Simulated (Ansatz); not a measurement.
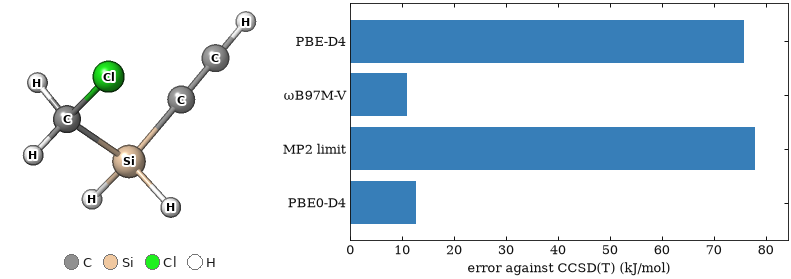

Error in the electronic atomisation energy (method less reference, so positive means overbinding) of C₃H₅ClSi, SMILES C#C[SiH2]CCl: functionals in def2-TZVPP against frozen-core CCSD(T) at the limit (MP2 extrapolated from triple and quadruple zeta, plus CCSD(T) less MP2 in a smaller set), which gives 3775.0 kJ/mol, at a PBE0-D4/def2-TZVP geometry (no frequency check), no zero-point or spin-orbit term, the Ansatz code. The reference leaves out core correlation, a term that grows with the number of heavy atoms. Limit means the basis limit.

Question: Which of these levels overbind, and which underbind?

Answer: Overbind: PBE-D4 and MP2 limit. Underbind: none clearly. Within 25 kJ/mol of zero, too close to call in view of what the reference leaves out: ωB97M-V and PBE0-D4.

Question: What range do the values span?

Answer: From 11.0 kJ/mol (ωB97M-V) to 78.0 kJ/mol (MP2 limit).

Caveats, for all or some of the runs: one conformer of a flexible molecule.
